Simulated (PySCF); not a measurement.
**Two runs on C₂H₈N₂OSi**

System: C₂H₈N₂OSi, SMILES CN[SiH2]C(N)=O.
Method of run 1: TDDFT PBE0/def2-SVP, vertical, gas phase, core orbitals frozen in the response (PySCF 2.14.0).

The geometry comes from this level: PBE0-D3(BJ)/def2-SVP. Text and figures count atoms from 1; the logs count them from 0 in places.

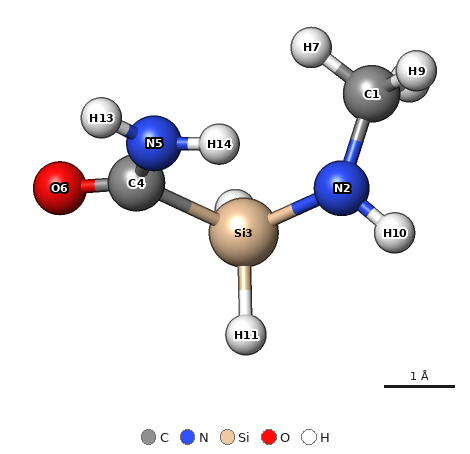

Figure 1. The structure (ball-and-stick view, seen at a tilt; atoms are numbered from 1 in the order of the input).

### The input, run 1
```
{"job": {"kind": "uv", "xc": "PBE0", "basis": "def2-SVP"}, "charge": 0, "multiplicity": 1}
C     -1.586862     0.836937     0.680990
N     -0.619168     0.528135    -0.351020
Si    -0.071812    -1.099273    -0.651513
C      1.130857    -1.601245     0.767385
N      1.580260    -0.561034     1.514677
O      1.459504    -2.759819     0.942474
H     -1.371299     0.242141     1.583127
H     -2.635958     0.626978     0.396247
H     -1.527693     1.896812     0.979296
H     -0.679431     1.144605    -1.154458
H      0.667770    -1.079073    -1.946872
H     -1.154283    -2.129792    -0.697618
H      2.250518    -0.724037     2.258061
H      1.295518     0.381877     1.279141
```

The first line tells a small driver script what to run in PySCF; the rest is the geometry in Å.

Launched with:
```bash
OMP_NUM_THREADS=1 python <driver script> task.json out
```

Hardware: 1 CPU thread, shared host.

### Output (run 1)
```
coarse grid: 11968 points
cycle   1  E = -554.3422468223  dE =  6.415e-01  |g| = 8.394e-01  |ddm| = 3.721e+00
cycle   2  E = -553.7399134079  dE =  6.023e-01  |g| = 1.872e+00  |ddm| = 2.996e+00
cycle   3  E = -554.4818145806  dE = -7.419e-01  |g| = 2.278e-01  |ddm| = 2.349e+00
cycle   4  E = -554.4910347925  dE = -9.220e-03  |g| = 1.077e-01  |ddm| = 2.795e-01
cycle   5  E = -554.4934851449  dE = -2.450e-03  |g| = 1.820e-02  |ddm| = 9.815e-02
cycle   6  E = -554.4935618736  dE = -7.673e-05  |g| = 5.491e-03  |ddm| = 2.172e-02
cycle   7  E = -554.4935689217  dE = -7.048e-06  |g| = 1.269e-03  |ddm| = 6.872e-03
final grid: 110512 points
cycle   8  E = -554.5621090703  dE = -4.143e-07  |g| = 1.306e-02  |ddm| = 2.208e-02
cycle   9  E = -554.5620036240  dE =  1.054e-04  |g| = 2.621e-02  |ddm| = 3.190e-02
cycle  10  E = -554.5621435684  dE = -1.399e-04  |g| = 2.333e-03  |ddm| = 2.313e-02
cycle  11  E = -554.5621447868  dE = -1.218e-06  |g| = 2.377e-04  |ddm| = 2.256e-03
cycle  12  E = -554.5621447986  dE = -1.184e-08  |g| = 1.197e-04  |ddm| = 3.565e-04
cycle  13  E = -554.5621448017  dE = -3.047e-09  |g| = 2.388e-05  |ddm| = 1.107e-04
cycle  14  E = -554.5621448018  dE = -1.487e-10  |g| = 5.619e-06  |ddm| = 3.532e-05
converged SCF energy = -554.5621448018

Static polarisability (au): isotropic 60.630, principal 49.721 63.870 68.298

Singlet excitations
state   eV       nm        f      main configurations
  1   4.7352    261.8   0.00476   H->L 0.90
  2   6.0568    204.7   0.00413   H-1->L 0.62, H->L+1 0.26
  3   6.3483    195.3   0.00305   H->L+1 0.63, H-1->L 0.30
  4   6.9600    178.1   0.01384   H-2->L 0.45, H-1->L+1 0.29, H->L+2 0.20
  5   7.0661    175.5   0.05573   H->L+2 0.69, H-1->L+1 0.21
  6   7.2847    170.2   0.03632   H-1->L+1 0.32, H-2->L 0.27, H->L+3 0.14
  7   7.4357    166.7   0.05293   H->L+3 0.82
  8   7.6333    162.4   0.00293   H->L+4 0.45, H-2->L+1 0.36, H-1->L+2 0.08
  9   7.8283    158.4   0.00179   H-1->L+2 0.72, H-2->L+1 0.12
 10   7.8642    157.7   0.10207   H->L+4 0.41, H-2->L+1 0.24, H-1->L+2 0.12

Triplet excitations (Tamm-Dancoff, eV): 4.0598 5.0131 5.7757 6.1878
```

The input of run 2 differs as follows (lines with − go, lines with + come):
```diff
-"basis": "def2-SVP"
+"basis": "6-31G*"
```

Predict how the results change.

The total energy of run 2 is 160.2 kcal/mol lower, which measures the change of basis and not a stability. The HOMO goes from −6.41 to −6.31 eV. The LUMO goes from 0.17 to 0.37 eV. The lowest excitation goes from 4.74 to 4.80 eV. The strongest computed line goes from 7.86 to 7.34 eV. The number of SCF iterations is the same. The basis functions go from 128 to 104.

### Output (run 2)
```
coarse grid: 11968 points
cycle   1  E = -554.7248909645  dE =  6.884e-01  |g| = 8.462e-01  |ddm| = 3.452e+00
cycle   2  E = -554.1254990910  dE =  5.994e-01  |g| = 1.868e+00  |ddm| = 2.746e+00
cycle   3  E = -554.8664858610  dE = -7.410e-01  |g| = 2.392e-01  |ddm| = 2.174e+00
cycle   4  E = -554.8770222529  dE = -1.054e-02  |g| = 1.067e-01  |ddm| = 2.899e-01
cycle   5  E = -554.8794212180  dE = -2.399e-03  |g| = 1.989e-02  |ddm| = 1.002e-01
cycle   6  E = -554.8795145002  dE = -9.328e-05  |g| = 5.391e-03  |ddm| = 2.283e-02
cycle   7  E = -554.8795213794  dE = -6.879e-06  |g| = 1.289e-03  |ddm| = 6.351e-03
final grid: 110512 points
cycle   8  E = -554.8174083413  dE =  1.739e-07  |g| = 1.307e-02  |ddm| = 1.857e-02
cycle   9  E = -554.8173094875  dE =  9.885e-05  |g| = 2.561e-02  |ddm| = 3.043e-02
cycle  10  E = -554.8174435005  dE = -1.340e-04  |g| = 2.647e-03  |ddm| = 2.192e-02
cycle  11  E = -554.8174450587  dE = -1.558e-06  |g| = 2.523e-04  |ddm| = 2.357e-03
cycle  12  E = -554.8174450714  dE = -1.272e-08  |g| = 1.312e-04  |ddm| = 3.729e-04
cycle  13  E = -554.8174450751  dE = -3.696e-09  |g| = 2.717e-05  |ddm| = 1.197e-04
cycle  14  E = -554.8174450753  dE = -1.928e-10  |g| = 6.174e-06  |ddm| = 4.368e-05
converged SCF energy = -554.8174450753

Static polarisability (au): isotropic 58.352, principal 46.207 62.044 66.805

Singlet excitations
state   eV       nm        f      main configurations
  1   4.8003    258.3   0.00397   H->L 0.89
  2   6.0898    203.6   0.00783   H->L+1 0.53, H-1->L 0.33
  3   6.3368    195.7   0.00172   H-1->L 0.58, H->L+1 0.39
  4   6.9516    178.4   0.01956   H-2->L 0.44, H-1->L+1 0.29, H->L+2 0.21
  5   7.1308    173.9   0.05126   H-1->L+1 0.52, H->L+2 0.40
  6   7.3387    168.9   0.06567   H-2->L 0.31, H->L+2 0.27, H-2->L+1 0.23
  7   7.6769    161.5   0.03596   H-2->L+1 0.60, H-1->L+2 0.13, H->L+4 0.10
  8   7.8656    157.6   0.04136   H->L+3 0.57, H-1->L+2 0.34
  9   7.9570    155.8   0.00955   H-1->L+2 0.43, H->L+3 0.34
 10   8.0963    153.1   0.01987   H->L+4 0.53, H-2->L+2 0.33

Triplet excitations (Tamm-Dancoff, eV): 4.1351 5.0349 5.7746 6.1764
```

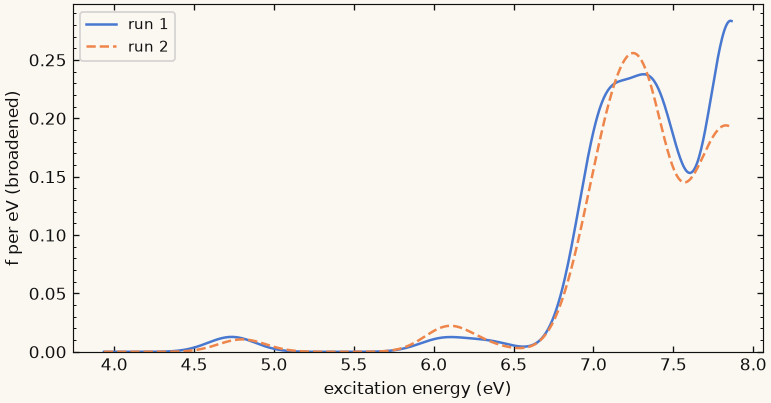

Figure 2. Absorption of the two runs from their computed states, each broadened by a Gaussian of 0.35 eV full width; the range ends where the shorter list of states ends.

### The two runs side by side

| quantity | run 1 | run 2 |
| --- | --- | --- |
| outcome | converged | converged |
| total energy (hartree) | −554.562145 | −554.817445 |
| HOMO (eV) | −6.41 | −6.31 |
| LUMO (eV) | 0.17 | 0.37 |
| dipole moment (D) | 4.58 | 4.57 |
| lowest excitation (eV) | 4.74 | 4.80 |
| SCF iterations | 14 | 14 |
| strongest computed line (eV) | 7.86 | 7.34 |
| basis functions | 128 | 104 |
| wall time (shared host) | 16 s | 12 s |
